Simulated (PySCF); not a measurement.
Input file:

```
{"job": {"kind": "nmr", "xc": "PBE0", "basis": "pcSseg-1"}, "charge": 0, "multiplicity": 1}
C     -3.105996    -0.299306    -0.376573
N     -1.759426    -0.739082    -0.193594
C     -0.798870    -0.017468    -0.549215
C      0.617491    -0.469553    -0.385466
O      1.442816     0.630908    -0.157211
Si     3.015271     0.659121     0.233461
H     -3.595811    -0.301366     0.597651
H     -3.188042     0.698771    -0.827517
H     -3.616895    -1.028455    -1.006214
H     -0.913132     0.980081    -0.997495
H      0.931588    -0.982702    -1.307202
H      0.681615    -1.191135     0.435933
H      3.264800    -0.071039     1.480066
H      3.830412     0.042813    -0.819326
H      3.189765     2.096401     0.345137
```

Command:

```sh
OMP_NUM_THREADS=1 python probes_run.py task.json out
```

Geometry: GFN2-xTB.

Theory: PBE0/pcSseg-1, SCF density, gas phase, non-relativistic in PySCF 2.14.0.

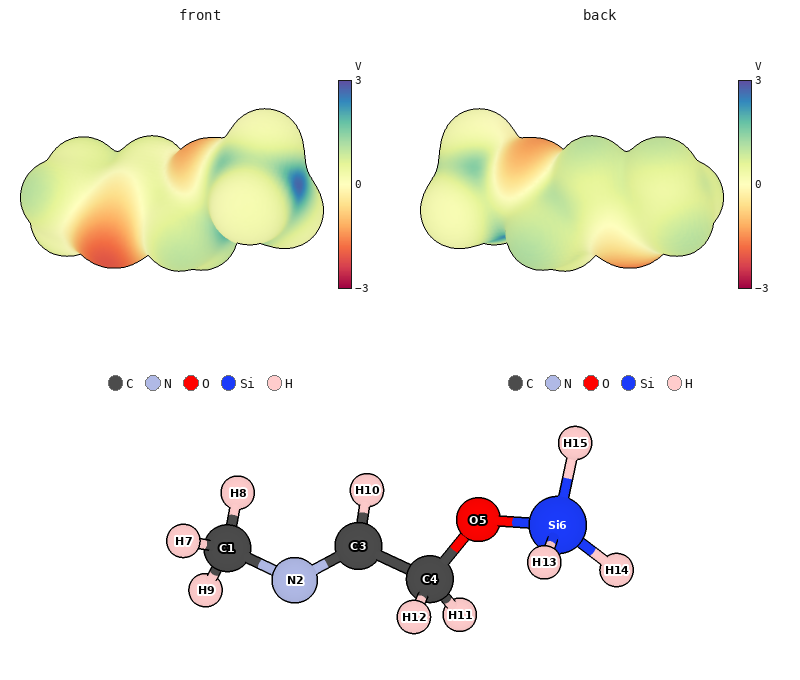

C$_{3}$H$_{9}$NOSi (SMILES C/N=C/CO[SiH3]). The electrostatic potential painted on the density surface at 0.004 e/bohr³, seen from the front and from behind; the colour scale runs from red (negative) to blue (positive). The bare structure is drawn below in the same view.

### Which sites attract a positive test charge, and which a negative one?

A positive charge is drawn to the negative regions and a negative charge to the positive ones. The most negative region (about −2.0 V) lies over N2, the most positive (about +2.5 V) over Si6. N2 is the likeliest acceptor of a hydrogen bond.
